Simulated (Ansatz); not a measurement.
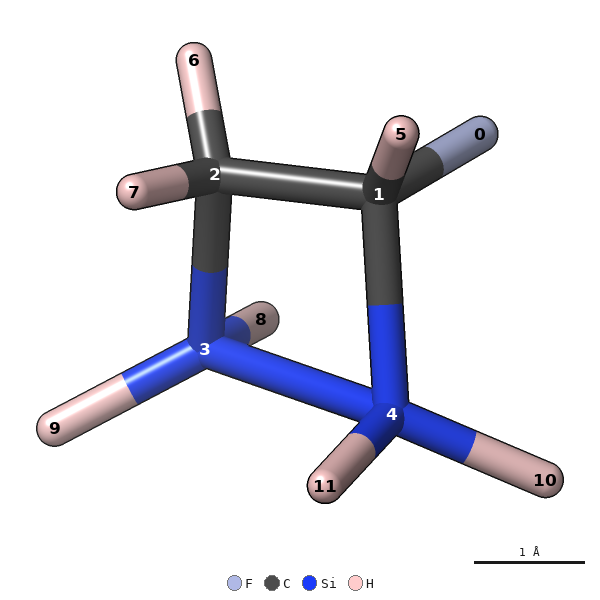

The structure as it stands in the input. Atoms are numbered from 0, in the order of the input.

The calculation was set up as follows.

```yaml
crystal:
  periodic: [false, false, false]
  atoms:
    - {symbol: F, position_ang: [-0.762157, 1.954242, 0.533325]}
    - {symbol: C, position_ang: [0.021872, 0.785384, 0.962799]}
    - {symbol: C, position_ang: [-0.863702, -0.537274, 0.711227]}
    - {symbol: Si, position_ang: [-0.498937, -0.801518, -1.244227]}
    - {symbol: Si, position_ang: [1.442818, 0.462402, -0.448414]}
    - {symbol: H, position_ang: [0.309105, 0.960092, 2.059980]}
    - {symbol: H, position_ang: [-1.945740, -0.421805, 1.074948]}
    - {symbol: H, position_ang: [-0.390620, -1.414585, 1.286424]}
    - {symbol: H, position_ang: [-1.482434, -0.029000, -2.176529]}
    - {symbol: H, position_ang: [-0.394692, -2.282018, -1.731411]}
    - {symbol: H, position_ang: [2.072466, 1.729129, -1.105510]}
    - {symbol: H, position_ang: [2.572767, -0.463115, 0.112984]}
basis:
  gaussian: {orbitals: x2c-TZVPPall}
total_charge: -1
magnetization: {spin_polarized: true, initial_magnetization: 1}
hamiltonian: {xc: {name: B3LYP}, dispersion: d4}
```

Command:

```sh
ansatz run in.yaml --threads 4 --pin off --events-out ev --progress --plain --max-ram 10444MiB
```

Result:

```
Functional definition: B3LYP
  name "B3LYP"
  cite "Stephens, Devlin, Chabalowski & Frisch, J. Phys. Chem. 98, 11623 (1994) doi:10.1021/j100096a001"
  cite "Becke, Phys. Rev. A 38, 3098 (1988) doi:10.1103/PhysRevA.38.3098"
  cite "Lee, Yang & Parr, Phys. Rev. B 37, 785 (1988) doi:10.1103/PhysRevB.37.785"
  cite "Vosko, Wilk & Nusair, Can. J. Phys. 58, 1200 (1980) doi:10.1139/p80-159"
  parameter a0 = 0.2
  parameter ax = 0.72
  parameter ac = 0.81
  exchange = (1 - a0 - ax)*slater_x + ax*b88_x + a0*exact_x
  correlation = (1 - ac)*vwn_rpa_c + ac*lyp_c
1533 factors; their error is unknown
mean field evaluation 1: about -20694.5606 eV, gradient 2.6e1 eV
mean field evaluation 2: about -20692.1651 eV, gradient 3.6e1 eV
mean field evaluation 4: about -20697.8116 eV, gradient 2.0e0 eV
mean field evaluation 8: about -20697.8331 eV, gradient 6.7e-2 eV
mean field evaluation 16: about -20697.8389 eV, gradient 3.2e-3 eV
mean field evaluation 32: about -20697.8389 eV, gradient 1.2e-5 eV
mean field -20697.83886878 eV, -760.6315489287 hartree, gradient 1.2e-5 eV, S^2 0.755338; 8 other end points of the search recorded, 0 dependent functions left out
reference -20697.83916708 eV, -760.6315598911 hartree; 29, 28 occupied and 246, 247 virtual orbitals, 1533 factors
Total energy: -20698.37751665 eV, -760.6513438727 hartree
Relativity: scalar
```

The run converged.
